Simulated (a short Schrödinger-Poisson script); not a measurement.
Stack: gated Al0.33Ga0.67As/GaAs δ-doped gas, at 77 K.

```csv
layer,material,thickness (nm),Na (cm⁻³)
1,Al0.33Ga0.67As,15,-
2,Al0.33Ga0.67As,2,-
3,GaAs,6000,9e14
```

Constants are typed, rounded textbook-type inputs, not results; the design itself was drawn at random and stands for no fabricated device. Al0.33Ga0.67As: permittivity 11.96, conduction-band edge (eV) 0.261, gap (eV) 1.836, electron mass (mₑ) 0.0944, Nv at 300 K (cm⁻³) 9e18. GaAs: permittivity 12.9, conduction-band edge (eV) 0, gap (eV) 1.424, Nv at 300 K (cm⁻³) 9e18.

Channel valleys (confinement mass, in-plane density-of-states mass, number): Γ 0.067, 0.067, 1. At the gate the conduction-band edge of layer 1 lies 1.01 eV − eVg above the Fermi level of the channel; the field vanishes at the back. Sheet of ionised δ-doping: +3.6e12 e/cm² at 15 nm from the gate. The barrier under the gate holds no holes. Gaps are held at their typed values at every temperature. Mesh 0.08 nm at interfaces.

From a short Schrödinger-Poisson script (our own, NumPy): 1D Poisson equation in equilibrium, electrons quantum, Hartree plus LDA exchange-correlation (BenDaniel-Duke, 40 states a valley, the channel's in-plane mass for all, wave functions free to enter the barrier), parabolic valleys, classical holes, full ionisation, no traps, pinning or gate leakage.

Only gate voltages with over 1e8 electrons/cm² are shown.

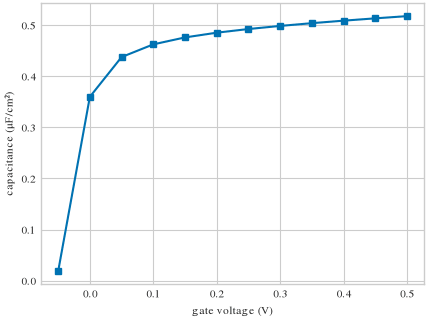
*Quasi-static capacitance against gate voltage*

```tsv
Vg (V)	electrons (cm⁻²)	in the channel layer	C (μF/cm²)	Γ E0 (meV)	Γ E1 (meV)
0.5	1.56e12	1.49e12	0.518	-50.7	-0.6
0.45	1.40e12	1.34e12	0.513	-46.0	1.4
0.4	1.24e12	1.20e12	0.509	-41.2	3.5
0.35	1.08e12	1.05e12	0.504	-36.3	5.8
0.3	9.27e11	9.01e11	0.499	-31.3	8.3
0.25	7.73e11	7.54e11	0.492	-26.3	10.9
0.2	6.20e11	6.08e11	0.485	-21.1	13.7
0.15	4.70e11	4.62e11	0.476	-15.7	16.7
0.1	3.24e11	3.20e11	0.462	-9.9	20.0
0.05	1.83e11	1.81e11	0.438	-3.1	24.0
0	5.61e10	5.57e10	0.360	7.2	31.4
-0.05	4.02e8	4.00e8	0.0180	41.0	62.9
```

Subbands count from the Fermi level.
